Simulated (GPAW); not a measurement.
**Si/Ti(0001): work function by functional and basis**

Aim: the work function of both faces of Si/Ti(0001), and its spread over functionals and bases.

Method: GPAW, PAW setups; slab in vacuum, relaxation, in the first sound run; inputs show where later runs differ, in GPAW 26.7.0.

## (1) The starting structure

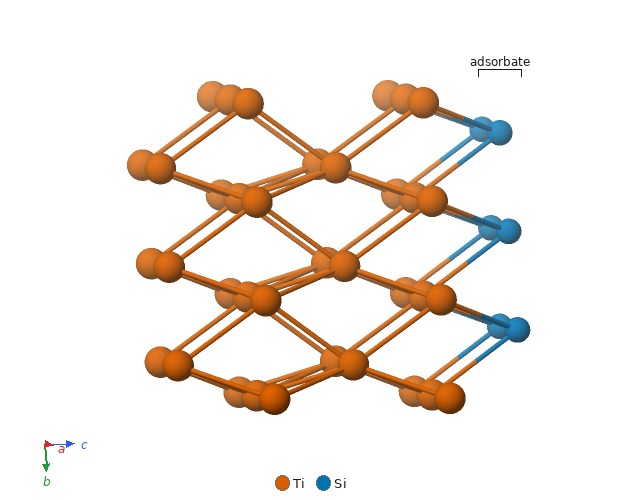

Start, viewed from the side, with the c axis across the page; titanium orange, silicon blue. 2×3×1 cells are drawn. Bonds to atoms that aren't drawn are left out. Some periodic images of atoms are drawn too.

The cell holds 5 atoms: 4 Ti and 1 Si. Its edges and angles: a = 2.950 Å, b = 2.950 Å, c = 25.306 Å, α = 90.0°, β = 90.0°, γ = 60.0°. Vacuum lies along c.

## (2) Relaxation

The atoms are relaxed first, since the surface dipole, and with it the work function, follows the positions of the outer layers. The lowest 2 atoms are held at bulk positions and keep their forces.

File run.py:

```python
import json
import numpy as np
from ase import Atoms
from ase.constraints import FixAtoms
from ase.optimize import BFGS
from gpaw import GPAW, PW

slab = Atoms(
    ['Ti', 'Ti', 'Ti', 'Ti', 'Si'],
    positions=[
        [2.95000, 1.70318, 8.00000],
        [0.00000, 0.00000, 10.34230],
        [2.95000, 1.70318, 12.68460],
        [0.00000, 0.00000, 15.02690],
        [1.47500, 0.85159, 17.30638]],
    cell=[[2.95, 0.0, 0.0], [1.475, 2.55477, 0.0], [0.0, 0.0, 25.30638]],
    pbc=[True, True, False])

slab.calc = GPAW(mode=PW(400), xc='PBE', kpts={'size': (12, 12, 1), 'gamma': True},
                 occupations={'name': 'fermi-dirac', 'width': 0.1}, nbands='200%',
                 convergence={'density': 1e-05}, maxiter=200,
                 poissonsolver={'dipolelayer': 'xy'},
                 symmetry={'tolerance': 1e-3, 'extra_ids': [1, 1, 0, 0, 0]}, txt='slab.txt')
result = {}
slab.set_constraint(FixAtoms([0, 1]))
path = []
opt = BFGS(slab, maxstep=0.2)
opt.attach(lambda: path.append((slab.get_potential_energy(), slab.positions.tolist(), slab.get_forces().tolist())))
result['relaxed'] = bool(opt.run(fmax=0.03, steps=40))
result['path'] = path
energy = slab.get_potential_energy()
fermi = slab.calc.get_fermi_level()
v = slab.calc.get_electrostatic_potential().mean((0, 1)) - fermi
n = slab.calc.get_pseudo_density().mean((0, 1))
L = slab.cell[2, 2]
z = np.arange(len(v)) * L / len(v)
low, high = slab.positions[:, 2].min(), slab.positions[:, 2].max()
below, above = np.interp([low - 5.8, high + 5.8], z, v)
slopes = [np.interp(x, z, np.gradient(v, z)) for x in (low - 5.8, high + 5.8)]
eps = np.array([[slab.calc.get_eigenvalues(k, s) for k in range(len(slab.calc.get_ibz_k_points()))]
                for s in range(slab.calc.get_number_of_spins())]) - fermi
top, bottom = eps[eps < 0].max(), eps[eps > 0].min()
dipole = slab.get_dipole_moment()[2]
print(f'energy {energy:.4f} eV, Fermi level {fermi:.4f} eV, dipole {dipole:.5f} e A')
print(f'potential 5.8 A off the faces, from the Fermi level: lower {below:.4f} eV, upper {above:.4f} eV')
print(f'slope of the potential there: lower {slopes[0]:.5f}, upper {slopes[1]:.5f} eV/A')
print(f'nearest levels on the mesh: {top:.4f} and {bottom:.4f} eV')
print('magnetic moment', round(slab.get_magnetic_moment(), 3))
result.update(energy=energy, fermi=fermi, dipole=dipole, below=below, above=above, slopes=slopes, edges=[top, bottom],
              z=z.tolist(), v=v.tolist(), n=n.tolist(), positions=slab.positions.tolist(),
              forces=slab.get_forces(apply_constraint=False).tolist(), moments=slab.get_magnetic_moments().tolist())
json.dump(result, open('result.json', 'w'))
```

Run with:

```sh
> OMP_NUM_THREADS=1 OPENBLAS_NUM_THREADS=1 python run.py
```

Log:

```text
Step          Energy          fmax
BFGS:    0      -30.384520        0.349836
BFGS:    1      -30.387953        0.331162
BFGS:    2      -30.412833        0.059003
BFGS:    3      -30.413000        0.046988
BFGS:    4      -30.413056        0.043851
BFGS:    5      -30.413619        0.091852
BFGS:    6      -30.413901        0.071350
BFGS:    7      -30.414291        0.052027
BFGS:    8      -30.414569        0.067166
BFGS:    9      -30.414869        0.063430
BFGS:   10      -30.415178        0.034628
BFGS:   11      -30.415268        0.013521
energy -30.2786 eV, Fermi level 1.2320 eV, dipole -0.02750 e A
potential 5.8 A off the faces, from the Fermi level: lower 4.4130 eV, upper 5.0719 eV
slope of the potential there: lower -0.00033, upper -0.00008 eV/A
nearest levels on the mesh: -0.0099 and 0.0019 eV
magnetic moment 0.0
```

The job ended after 21 min (1 thread of Arm Neoverse V1, shared host; peak memory 0.24 GiB).

Step by step:

```tsv
step	energy less that of the first step (eV)	largest force (eV/Å)
1	0.0000	0.3498
2	-0.0035	0.3312
3	-0.0303	0.0590
4	-0.0303	0.0470
5	-0.0304	0.0439
6	-0.0317	0.0919
7	-0.0320	0.0714
8	-0.0324	0.0520
9	-0.0329	0.0672
10	-0.0332	0.0634
11	-0.0333	0.0346
12	-0.0332	0.0135
```

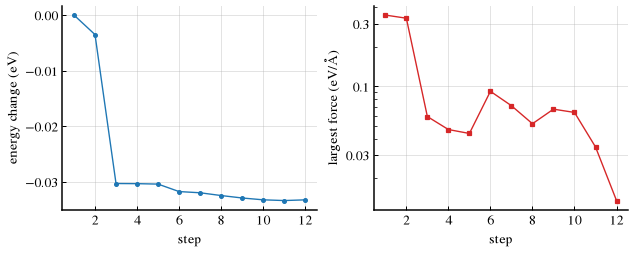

Energy and largest force along the relaxation.

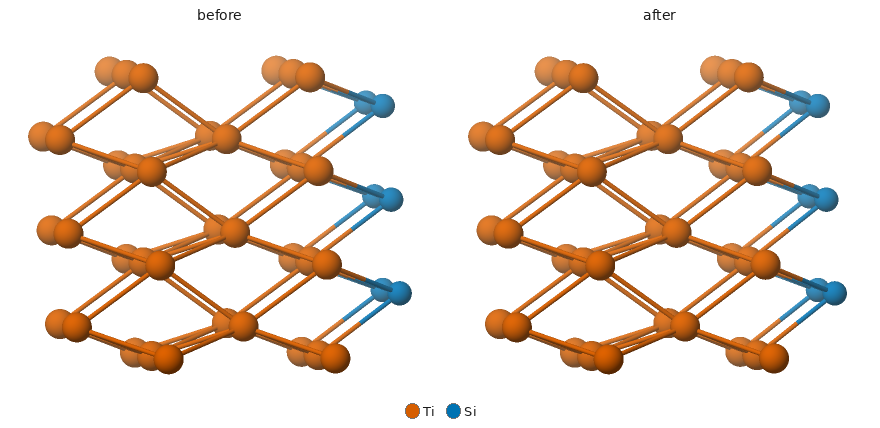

The structure before and after the relaxation, drawn at the same scale. Bonds to atoms that aren't drawn are left out.

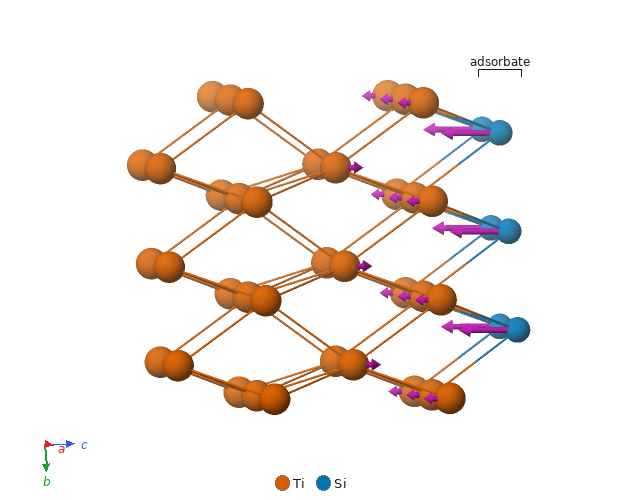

Displacements in the relaxation, exaggerated; the longest in the cell stands for 0.14 Å. Bonds to atoms that aren't drawn are left out. 2×3×1 cells are drawn. Some periodic images of atoms are drawn too.

The atoms that moved most (Å):

```tsv
atom	dx	dy	dz	length
Si5	0.000	0.000	-0.138	0.138
Ti3	0.000	0.000	0.042	0.042
Ti4	0.000	0.000	-0.038	0.038
```

The relaxed structure:

```
Ti Si
1.0
     2.95000    0.00000    0.00000
     1.47500    2.55477    0.00000
     0.00000    0.00000   25.30638
Ti Si
4 1
Direct
  0.66667 0.66667 0.31613
  0.00000 0.00000 0.40868
  0.66667 0.66667 0.50291
  0.00000 0.00000 0.59231
  0.33333 0.33333 0.67844
```

This step gave:

```
dipole along the normal                    : -0.02750 e·Å
levels nearest the Fermi level on the mesh : -0.009946, 0.001875 eV from the Fermi level
upper work function                        : 5.072 eV
lower work function                        : 4.413 eV
```

The electrostatic potential energy of an electron (without an applied field's), less the Fermi level, planar mean oscillates, so the rows of the table below give means over windows of 2.32 Å about each position, cut where the curve ends. Its maxima inside the range that stand out by 2 % of the span (Å: eV): 9.2: -0.175, 11.5: -0.165, 13.8: -0.748, 16.1: -0.971. Its minima: 8.0: -19.7, 10.3: -19.5, 12.8: -19.4, 15.0: -19.4, 17.2: -17.1.

Table of electrostatic potential energy of an electron (without an applied field's), less the Fermi level, planar mean by z; means over each step:

```tsv
z (Å)	electrostatic potential energy of an electron (without an applied field's), less the Fermi level, planar mean (eV)
1.16	4.44
3.48	4.41
5.80	3.42
8.12	-8.52
10.44	-8.34
12.76	-8.40
15.08	-8.51
17.40	-6.45
19.72	4.86
22.04	5.07
24.36	5.06
```

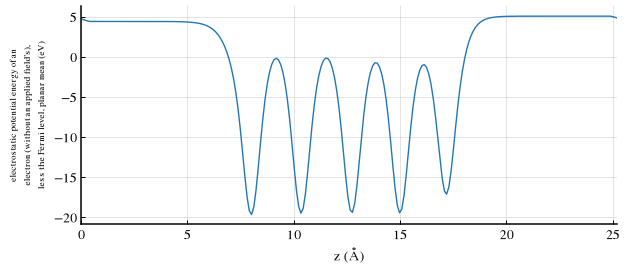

Electrostatic potential energy of an electron (without an applied field's), less the Fermi level, planar mean, plotted against z.

The pseudo valence density, planar mean oscillates, so the rows of the table below give means over windows of 2.32 Å about each position, cut where the curve ends. Its maxima inside the range that stand out by 2 % of the span (Å: e/Å³): 8.0: 1.62, 10.3: 1.62, 12.7: 1.58, 15.0: 1.62, 16.7: 0.273. Its minima: 9.1: 0.195, 11.6: 0.183, 13.9: 0.206, 16.0: 0.222.

The pseudo valence density, planar mean by z; means over each step:

```tsv
z (Å)	pseudo valence density, planar mean (e/Å³)
1.16	0
3.48	1.7e-4
5.80	0.0226
8.12	0.673
10.44	0.682
12.76	0.687
15.08	0.694
17.40	0.207
19.72	0.00880
22.04	1.5e-5
```

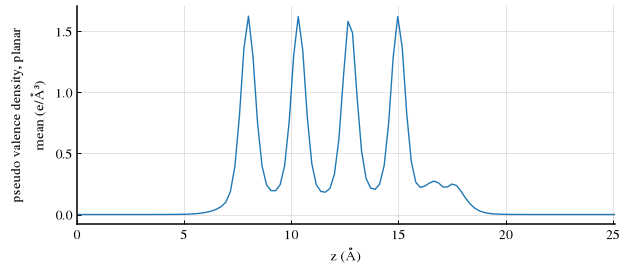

Pseudo valence density, planar mean against z.

The relaxation lowered the energy of the cell by 0.0332 eV (energies extrapolated to zero smearing; the optimiser's log prints free energies). The largest force left on a free atom is 0.014 eV/Å.

## (3) Plane waves, PBE

With the geometry fixed, the planar mean of the potential gives the vacuum level on each side.

This step: GPAW, PAW setups; slab in vacuum (GPAW 26.7.0).

Changes to run.py since step 2:

```diff
@@ -3,4 +3,2 @@
 from ase import Atoms
-from ase.constraints import FixAtoms
-from ase.optimize import BFGS
 from gpaw import GPAW, PW
@@ -12,5 +10,5 @@
         [0.00000, 0.00000, 10.34230],
-        [2.95000, 1.70318, 12.68460],
-        [0.00000, 0.00000, 15.02690],
-        [1.47500, 0.85159, 17.30638]],
+        [2.95000, 1.70318, 12.72693],
+        [0.00000, -0.00000, 14.98927],
+        [1.47500, 0.85159, 17.16879]],
     cell=[[2.95, 0.0, 0.0], [1.475, 2.55477, 0.0], [0.0, 0.0, 25.30638]],
@@ -22,10 +20,4 @@
                  poissonsolver={'dipolelayer': 'xy'},
-                 symmetry={'tolerance': 1e-3, 'extra_ids': [1, 1, 0, 0, 0]}, txt='slab.txt')
+                 symmetry={'tolerance': 1e-3}, txt='slab.txt')
 result = {}
-slab.set_constraint(FixAtoms([0, 1]))
-path = []
-opt = BFGS(slab, maxstep=0.2)
-opt.attach(lambda: path.append((slab.get_potential_energy(), slab.positions.tolist(), slab.get_forces().tolist())))
-result['relaxed'] = bool(opt.run(fmax=0.03, steps=40))
-result['path'] = path
 energy = slab.get_potential_energy()
```

Log:

```text
energy -30.2786 eV, Fermi level 1.2321 eV, dipole -0.02753 e A
potential 5.8 A off the faces, from the Fermi level: lower 4.4129 eV, upper 5.0719 eV
slope of the potential there: lower -0.00032, upper -0.00009 eV/A
nearest levels on the mesh: -0.0099 and 0.0019 eV
magnetic moment 0.0
```

Elapsed: 2.2 min, on 1 thread; peak memory 0.23 GiB.

This step gave:

```
dipole along the normal                    : -0.02753 e·Å
levels nearest the Fermi level on the mesh : -0.009940, 0.001880 eV from the Fermi level
```

The electrostatic potential energy of an electron (without an applied field's), less the Fermi level, planar mean oscillates, so the rows of the table below give means over windows of 2.32 Å about each position, cut where the curve ends. Its maxima inside the range that stand out by 2 % of the span (Å: eV): 9.2: -0.175, 11.5: -0.165, 13.8: -0.748, 16.1: -0.971. Its minima: 8.0: -19.7, 10.3: -19.5, 12.8: -19.4, 15.0: -19.4, 17.2: -17.1.

Electrostatic potential energy of an electron (without an applied field's), less the Fermi level, planar mean against z; means over each step:

```tsv
z (Å)	electrostatic potential energy of an electron (without an applied field's), less the Fermi level, planar mean (eV)
1.16	4.44
3.48	4.41
5.80	3.42
8.12	-8.52
10.44	-8.34
12.76	-8.40
15.08	-8.51
17.40	-6.45
19.72	4.86
22.04	5.07
24.36	5.06
```

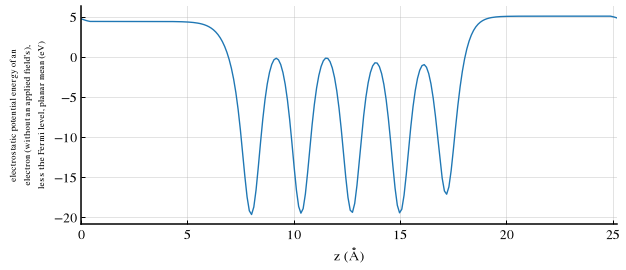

Electrostatic potential energy of an electron (without an applied field's), less the Fermi level, planar mean, plotted against z.

The pseudo valence density, planar mean oscillates, so the rows of the table below give means over windows of 2.32 Å about each position, cut where the curve ends. Its maxima inside the range that stand out by 2 % of the span (Å: e/Å³): 8.0: 1.62, 10.3: 1.62, 12.7: 1.58, 15.0: 1.62, 16.7: 0.273. Its minima: 9.1: 0.195, 11.6: 0.183, 13.9: 0.206, 16.0: 0.222.

Table of pseudo valence density, planar mean by z; means over each step:

```tsv
z (Å)	pseudo valence density, planar mean (e/Å³)
1.16	0
3.48	1.7e-4
5.80	0.0226
8.12	0.673
10.44	0.682
12.76	0.687
15.08	0.694
17.40	0.207
19.72	0.00880
22.04	1.5e-5
```

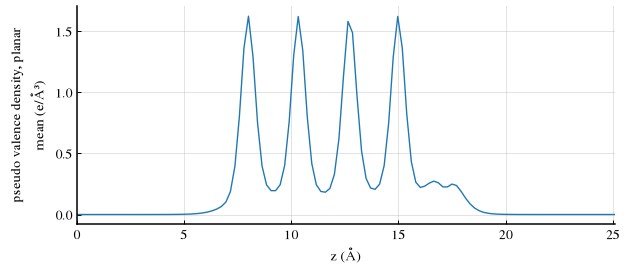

Pseudo valence density, planar mean, plotted against z.

Force by atom:

```tsv
atom	x (eV/Å)	y (eV/Å)	z (eV/Å)	size
Ti1	0.000	0.000	0.574	0.574
Ti2	0.000	0.000	-0.573	0.573
Ti3	0.000	0.000	-0.013	0.013
Ti4	0.000	0.000	0.012	0.012
Si5	0.000	0.000	0.001	0.001
```

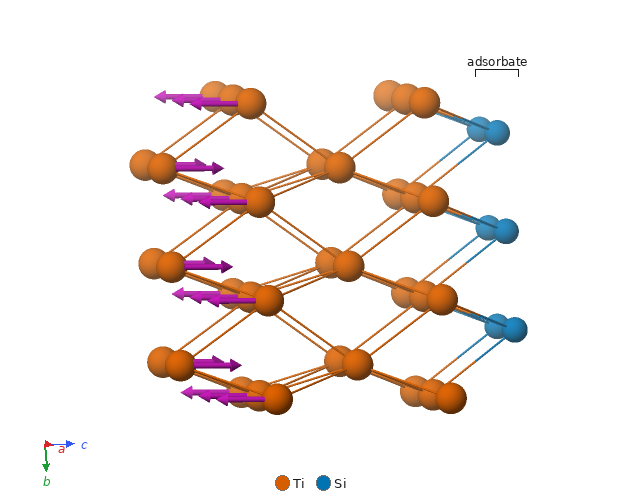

Force as arrows, the longest 0.574 eV/Å. Bonds to atoms that aren't drawn are left out. 2×3×1 cells are drawn. Some periodic images of atoms are drawn too.

The potential is flat to 3.2e-4 eV/Å where it is read, so the vacuum is wide enough.

## (4) Self-consistent run: xc = "revPBE"

The same geometry under revPBE, to see how far the functional moves the levels against the vacuum.

Changes to run.py since step 3:

```diff
@@ -16,3 +16,3 @@
 
-slab.calc = GPAW(mode=PW(400), xc='PBE', kpts={'size': (12, 12, 1), 'gamma': True},
+slab.calc = GPAW(mode=PW(400), xc='revPBE', kpts={'size': (12, 12, 1), 'gamma': True},
                  occupations={'name': 'fermi-dirac', 'width': 0.1}, nbands='200%',
```

Log:

```text
energy -28.8002 eV, Fermi level 1.3117 eV, dipole -0.02882 e A
potential 5.8 A off the faces, from the Fermi level: lower 4.3133 eV, upper 5.0031 eV
slope of the potential there: lower -0.00035, upper -0.00009 eV/A
nearest levels on the mesh: -0.0077 and 0.0043 eV
magnetic moment 0.0
```

It took 2.4 min on 1 thread; peak memory 0.23 GiB.

Numbers from this step:

```yaml
dipole_along_the_normal: -0.02882 e·Å
levels_nearest_the_fermi_level_on_the_mesh: -0.007735, 0.004277 eV from the Fermi level
upper_work_function: 5.003 eV
lower_work_function: 4.313 eV
```

The electrostatic potential energy of an electron (without an applied field's), less the Fermi level, planar mean oscillates, so the rows of the table below give means over windows of 2.32 Å about each position, cut where the curve ends. Its maxima inside the range that stand out by 2 % of the span (Å: eV): 9.2: -0.253, 11.5: -0.246, 13.8: -0.827, 16.1: -1.04. Its minima: 8.0: -19.7, 10.3: -19.6, 12.8: -19.5, 15.0: -19.5, 17.2: -17.2.

Electrostatic potential energy of an electron (without an applied field's), less the Fermi level, planar mean against z; means over each step:

```tsv
z (Å)	electrostatic potential energy of an electron (without an applied field's), less the Fermi level, planar mean (eV)
1.16	4.34
3.48	4.31
5.80	3.33
8.12	-8.60
10.44	-8.42
12.76	-8.48
15.08	-8.59
17.40	-6.51
19.72	4.80
22.04	5.00
24.36	4.99
```

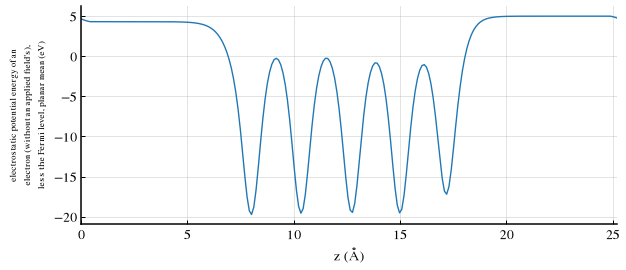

Electrostatic potential energy of an electron (without an applied field's), less the Fermi level, planar mean, plotted against z.

The pseudo valence density, planar mean oscillates, so the rows of the table below give means over windows of 2.32 Å about each position, cut where the curve ends. Its maxima inside the range that stand out by 2 % of the span (Å: e/Å³): 8.0: 1.62, 10.3: 1.62, 12.7: 1.58, 15.0: 1.62, 16.7: 0.273. Its minima: 9.1: 0.195, 11.6: 0.183, 13.9: 0.206, 16.0: 0.222.

Pseudo valence density, planar mean against z; means over each step:

```tsv
z (Å)	pseudo valence density, planar mean (e/Å³)
1.16	0
3.48	1.7e-4
5.80	0.0226
8.12	0.673
10.44	0.682
12.76	0.687
15.08	0.694
17.40	0.207
19.72	0.00873
22.04	1.5e-5
```

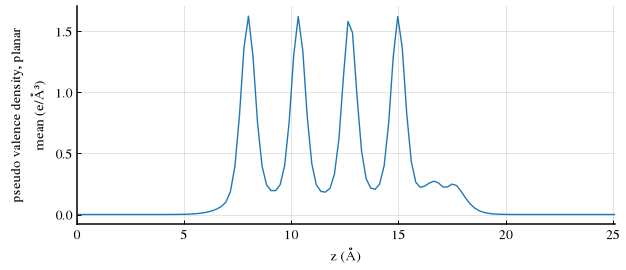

Pseudo valence density, planar mean against z.

Force by atom:

```tsv
atom	x (eV/Å)	y (eV/Å)	z (eV/Å)	size
Ti1	0.000	0.000	0.461	0.461
Ti2	0.000	0.000	-0.568	0.568
Ti3	0.000	0.000	-0.021	0.021
Ti4	0.000	0.000	0.037	0.037
Si5	0.000	0.000	0.092	0.092
```

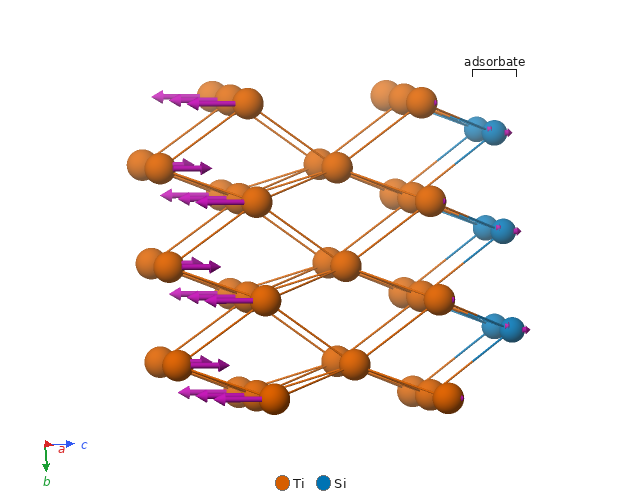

Force as arrows, the longest 0.568 eV/Å. Bonds to atoms that aren't drawn are left out. 2×3×1 cells are drawn. Some periodic images of atoms are drawn too.

The upper face's work function is 5.003 eV, against 5.072 eV in the first plane-wave PBE run at this geometry.

## (5) Self-consistent run: xc = "RPBE"

The same geometry under RPBE, to see how far the functional moves the levels against the vacuum.

Changes to run.py since step 4:

```diff
@@ -16,3 +16,3 @@
 
-slab.calc = GPAW(mode=PW(400), xc='revPBE', kpts={'size': (12, 12, 1), 'gamma': True},
+slab.calc = GPAW(mode=PW(400), xc='RPBE', kpts={'size': (12, 12, 1), 'gamma': True},
                  occupations={'name': 'fermi-dirac', 'width': 0.1}, nbands='200%',
```

Log:

```text
energy -28.4880 eV, Fermi level 1.3283 eV, dipole -0.02927 e A
potential 5.8 A off the faces, from the Fermi level: lower 4.3031 eV, upper 5.0036 eV
slope of the potential there: lower -0.00036, upper -0.00009 eV/A
nearest levels on the mesh: -0.0069 and 0.0050 eV
magnetic moment 0.0
```

The job ended after 2.4 min (1 thread; peak memory 0.23 GiB).

Numbers from this step:

- dipole along the normal: -0.02927 e·Å
- levels nearest the Fermi level on the mesh: -0.006946, 0.005043 eV from the Fermi level
- upper work function: 5.004 eV
- lower work function: 4.303 eV

The upper face's work function is 5.004 eV, against 5.072 eV in the first plane-wave PBE run at this geometry.

[end of part 1 of 2]

[Logs are printed without paths, hosts, clocks, repeated set-up lines and the standing remarks that a program may print on its own settings, such as how far it seeks lower states.]

[Hosts, paths, dates, database ids (printed as entryN), source tags and the programs' standing remarks are cut or masked in the printed files.]
